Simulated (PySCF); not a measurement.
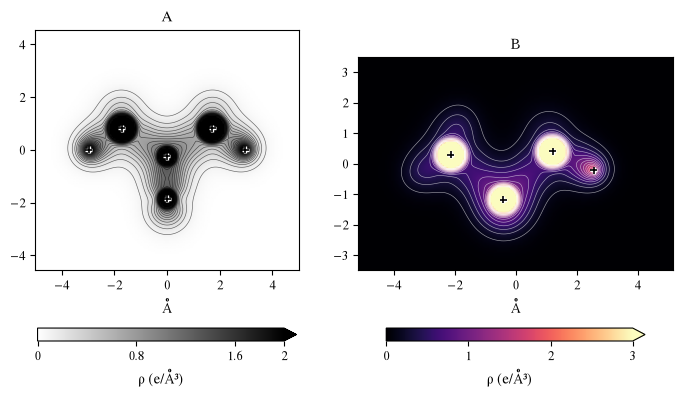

The total electron density of 2 systems, each on a plane through atoms (crosses mark nuclei in the plane).

These are results of PBE0/pcSseg-2, SCF density, gas phase, non-relativistic in PySCF, not measurements.

System 1: B2H8Si2, the plane of atoms B2, Si3 and H10. Geometry: PBE0-D3(BJ)/def2-SVP.

| atom | x (Å) | y (Å) | z (Å) |
| --- | --- | --- | --- |
| Si | 1.7779 | -0.4937 | -0.2968 |
| B | -0.0159 | 0.2985 | 0.1805 |
| Si | -1.6371 | -0.6814 | -0.5166 |
| B | -0.1523 | 1.6354 | 1.0754 |
| H | 1.8945 | -0.5408 | -1.7900 |
| H | 1.8350 | -1.8992 | 0.2204 |
| H | 2.9581 | 0.2504 | 0.2408 |
| H | -1.6108 | -2.0832 | 0.0123 |
| H | -1.5511 | -0.7443 | -2.0114 |
| H | -2.9503 | -0.0680 | -0.1493 |
| H | -0.2310 | 1.5766 | 2.2853 |
| H | -0.1837 | 2.7435 | 0.5829 |

System 2: ClH6PSi2, the plane of atoms Si1, P2 and Si3. Geometry: PBE0-D3(BJ)/def2-SVP.

```yaml
atoms:
  - { symbol: Si, position_ang: [-1.0195, -0.9208, -1.3125] }
  - { symbol: P, position_ang: [0.6046, -1.1151, 0.2373] }
  - { symbol: Si, position_ang: [0.7085, 1.1066, 0.6985] }
  - { symbol: Cl, position_ang: [-0.3194, 0.4202, -2.7330] }
  - { symbol: H, position_ang: [-1.2691, -2.2241, -1.9893] }
  - { symbol: H, position_ang: [-2.3000, -0.3849, -0.7667] }
  - { symbol: H, position_ang: [-0.3147, -1.4102, 1.2941] }
  - { symbol: H, position_ang: [1.1982, 1.2364, 2.1031] }
  - { symbol: H, position_ang: [1.6918, 1.7252, -0.2335] }
  - { symbol: H, position_ang: [-0.6114, 1.7975, 0.5704] }
```

Which map belongs to which system?

Panel A is system 1, B2H8Si2: the plane holds Si, B and H. B–B (1.61 Å): ρ is about 1.2 e/Å³ halfway. Panel B is system 2, ClH6PSi2: the plane holds Si, P and H. Si–P (2.25 Å): ρ at the midpoint is about 0.73 e/Å³.
